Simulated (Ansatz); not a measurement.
BAs (zinc blende), conventional cell a = b = c = 4.8093 Å, α = β = γ = 90.00°. The calculation uses the primitive cell of 2 atoms, to which meshes and values per cell refer.

This relaxed cell (volume V₀) is scaled evenly in all directions, its shape held. Symmetry pins the atoms to their sites.

Computed with PBE (plane waves to 420 eV, PAW, scalar-relativistic; Ansatz, an electronic-structure program). k mesh 12×12×12 (Γ-centred), Fermi-Dirac smearing 0.05 eV. Energies are smeared free energies. BAs was relaxed with its symmetry unable to fall. ΔE is measured from the relaxed starting cell.

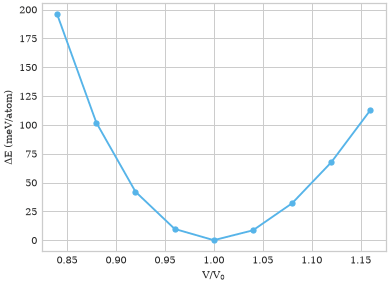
ΔE (meV/atom) against V/V₀; computed points joined by lines.

### Question
What is ΔE at V/V₀ = 0.840?

### Answer
About 200 meV/atom.

### Question
What is ΔE at V/V₀ = 1.160?

### Answer
About 110 meV/atom.

### Question
What bulk modulus B₀ follows from a third-order Birch-Murnaghan fit?

### Answer
About 130 GPa.

(Under strain, the slope of the energy per volume gives the stress and its curvature an elastic modulus.)
